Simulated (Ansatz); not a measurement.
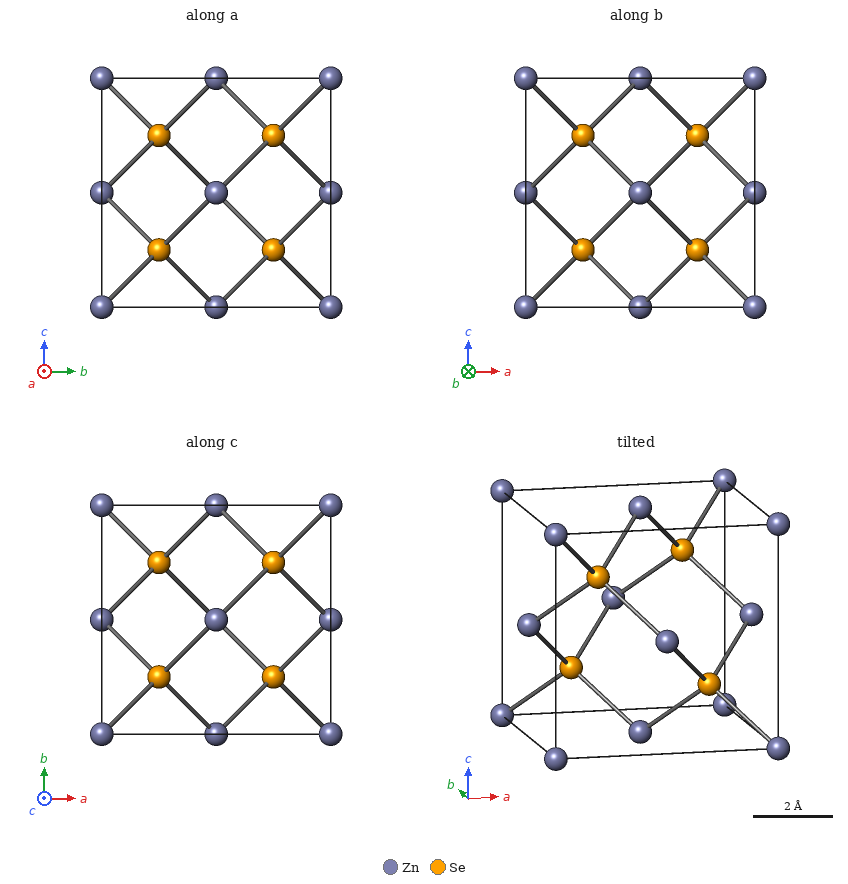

This ball-and-stick model is shown along the a axis, along the b axis, along the c axis and slightly off an axis. One conventional unit cell is framed, with atoms on its boundary repeated.

Lattice parameters: a = 5.842 Å, b = 5.842 Å, c = 5.842 Å, α = 90.00°, β = 90.00°, γ = 90.00°. Put a along x and b in the xy plane.

**Give the atomic positions as a POSCAR file.**

```
Zn Se
1.0
     5.842    0.000    0.000
     0.000    5.842    0.000
     0.000    0.000    5.842
Zn Se
4 4
Direct
  0.0000 0.0000 0.0000
  0.0000 0.5000 0.5000
  0.5000 0.0000 0.5000
  0.5000 0.5000 0.0000
  0.2500 0.2500 0.7500
  0.2500 0.7500 0.2500
  0.7500 0.2500 0.2500
  0.7500 0.7500 0.7500
```

The initial geometry was a structure type filled with these elements by a generator (whether the compound takes this form wasn't checked). Earlier steps of the study, as a rule a relaxation of our own, may have changed the cell and positions, so they can lie some per cent off the listed ones. It went into a calculation with Ansatz.

At this level of theory the run's own cell isn't at rest (stretched, at -7 GPa), so its distances can differ from those at equilibrium, the more so the softer the solid.
